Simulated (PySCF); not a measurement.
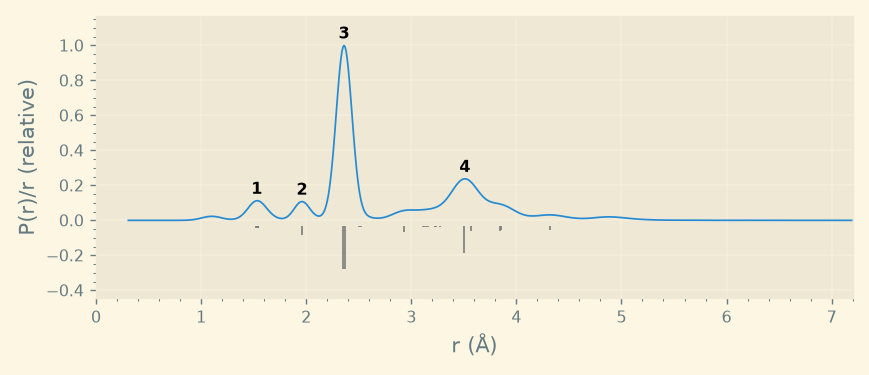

Simulated gas electron diffraction: radial distribution curve of C₂H₁₀Ge₂Se. Each pair of atoms contributes with weight ZᵢZⱼ/r (bars below the curve); damping constant 0.0015 Å²; vibrational amplitudes assumed, not computed: 0.05 Å for bonds, 0.078 Å for bonds to H, 0.06 + 0.015 r up to 0.15 Å for other pairs. The geometry is the end point of an optimisation (PBE0-D3(BJ)/def2-SVP geometry optimisation, gas phase (PySCF 2.14.0, density-fitted response routines)); it may be a saddle point or a higher isomer.

Question: Which pairs of atoms lie under the numbered peaks? Mark bonded pairs by – and others by ···.

Answer: Peak 1, 1.53 Å: C–C 1.52 Å, Ge–H 1.54 Å (×5)
Peak 2, 1.96 Å: Ge–C 1.96 Å
Peak 3, 2.36 Å: Se–Ge 2.35–2.37 Å (×2)
Peak 4, 3.51 Å: Ge···Ge 3.50 Å, Se···C 3.57 Å, not resolved; in its flanks Ge···H 3.12–3.94 Å, Se···C 3.84 Å, Ge···C 3.86 Å
